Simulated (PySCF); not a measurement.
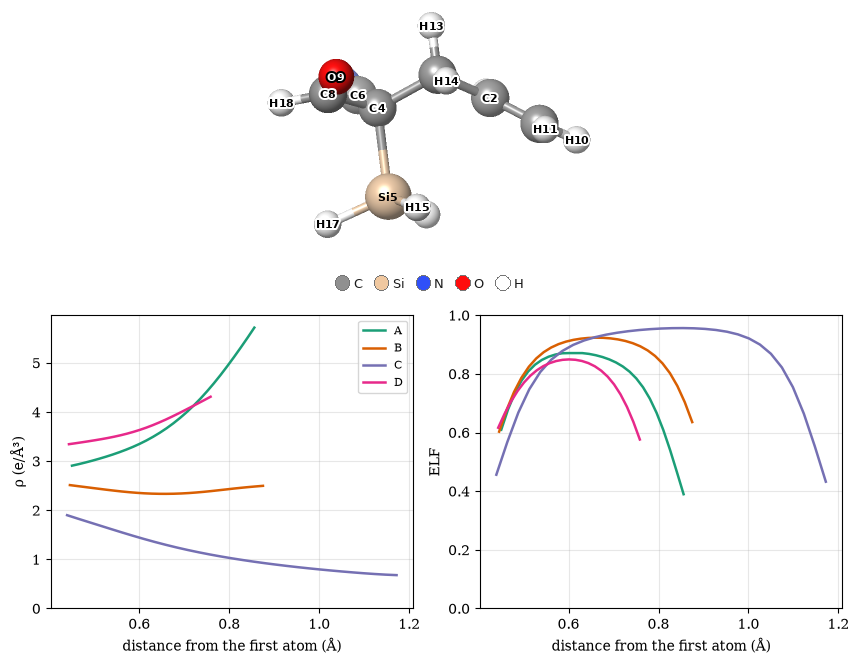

Figure 1: C$_{6}$H$_{9}$NOSi (SMILES C=CC[C@]([SiH3])(C#N)C=O). Total electron density and ELF along straight lines between neighbouring atoms. The curves leave out the atomic cores. The structure is drawn too.

Geometry: GFN2-xTB.

Computed with PySCF 2.14.0, PBE0/pcSseg-1, SCF density, gas phase, non-relativistic.

```yaml
atoms:
  - { symbol: C, position_ang: [2.5896, 0.1586, 0.5258] }
  - { symbol: C, position_ang: [1.5605, -0.6502, 0.3500] }
  - { symbol: C, position_ang: [0.5763, -0.5244, -0.7668] }
  - { symbol: C, position_ang: [-0.8533, -0.2758, -0.2541] }
  - { symbol: Si, position_ang: [-0.8824, 1.2409, 0.9762] }
  - { symbol: C, position_ang: [-1.3611, -1.4013, 0.4647] }
  - { symbol: N, position_ang: [-1.7575, -2.3043, 1.0463] }
  - { symbol: C, position_ang: [-1.7812, 0.1187, -1.3515] }
  - { symbol: O, position_ang: [-1.4425, 0.6093, -2.3941] }
  - { symbol: H, position_ang: [3.2806, 0.0333, 1.3415] }
  - { symbol: H, position_ang: [2.7919, 0.9731, -0.1504] }
  - { symbol: H, position_ang: [1.3801, -1.4707, 1.0333] }
  - { symbol: H, position_ang: [0.5773, -1.4460, -1.3594] }
  - { symbol: H, position_ang: [0.8463, 0.3007, -1.4285] }
  - { symbol: H, position_ang: [-0.1757, 2.3171, 0.2925] }
  - { symbol: H, position_ang: [-0.2228, 0.8037, 2.2004] }
  - { symbol: H, position_ang: [-2.2851, 1.5678, 1.2260] }
  - { symbol: H, position_ang: [-2.8498, -0.0441, -1.1100] }
```

Which curve belongs to which contact (C–C, C–N, C–O and C–Si)? The first atom named is at distance zero.

Answer. Curve A: C–O (1.20 Å): the density is about 3.4 e/Å³ at the midpoint; the ELF peaks at about 0.85 between the atoms: a multiple bond. Curve B: C–C (1.32 Å): the density is about 2.3 e/Å³ at the midpoint; the ELF peaks at about 0.90 between the atoms: a short, multiple covalent bond. Curve C: C–Si (1.95 Å): ρ is about 0.82 e/Å³ halfway; the ELF peaks at about 0.95 between the atoms, as expected for a shared electron pair. Curve D: C–N (1.14 Å): ρ at the midpoint is about 3.6 e/Å³; the ELF peaks at about 0.85 between the atoms: a short, multiple covalent bond.
